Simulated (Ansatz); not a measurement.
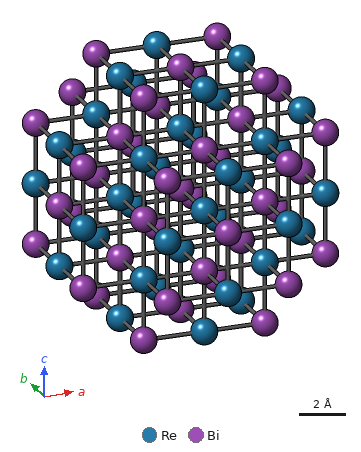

Starting structure of crystalline ReBi (built on the rock salt_225 type). A ball-and-stick model of the conventional cell (4 times the calculation's cell), seen from a free direction. Lengths and directions refer to the drawn axes.

Case: rock salt type (Fm-3m, No. 225).

The calculation used DFT PBE, scalar-relativistic, plane waves, PAW (Ansatz 0.2.0).

The input:
```yaml
crystal:
  lattice:
    - [0.0, 2.8401726792, 2.8401726792]
    - [2.8401726792, 0.0, 2.8401726792]
    - [2.8401726792, 2.8401726792, 0.0]
  atoms:
    - { symbol: Re, position: [0.0, 0.0, 0.0] }
    - { symbol: Bi, position: [0.5, 0.5, 0.5] }
basis:
  ecutwfc: 420
kpoints:
  mp_grid: { grid: [16, 16, 16] }
hamiltonian:
  xc: pbe
scf:
  occupations: { method: gaussian, width: 0.1 }
output:
  forces: true
  stress: true
  eigenvalues: true
relax:
  adjacent_minimum: "off"
  f_tol: 0.01
  max_steps: 80
  cell: { stress_tol: 0.05 }
```

Command:
```bash
ansatz run input.yaml --threads 1 --pin off --max-ram 2560MiB --backend cpu --events-out ev --progress --plain --runs-dir out
```

Where does the relaxation end?

After 2 accepted moves (4 points after the start) the energy has fallen by 3.9 meV per atom. All forces vanish by symmetry, so only the cell relaxes. The pressure goes from −2.44 to 0.01 GPa. The line search rejected the trial step at point 1 of the run. At 1 point the geometry stayed and the basis and grid were re-selected for the new cell (energy shift of 0.2 meV per atom at most each time). The atoms keep their places relative to the cell (all moves are under 0.005 Å). The volume changes by −2.2 %, with a = b = c 5.680 → 5.638 Å (−0.7 %). Among the contacts that change: Re1–Bi2 2.840 → 2.819 Å. The space group stays Fm-3m (No. 225).

The structure at the end:

```xyz
2
Lattice="0.0000 2.8192 2.8192 2.8192 0.0000 2.8192 2.8192 2.8192 0.0000" Properties=species:S:1:pos:R:3 pbc="T T T"
Re    2.8192    2.8192    5.6384
Bi    2.8192    2.8192    2.8192
```
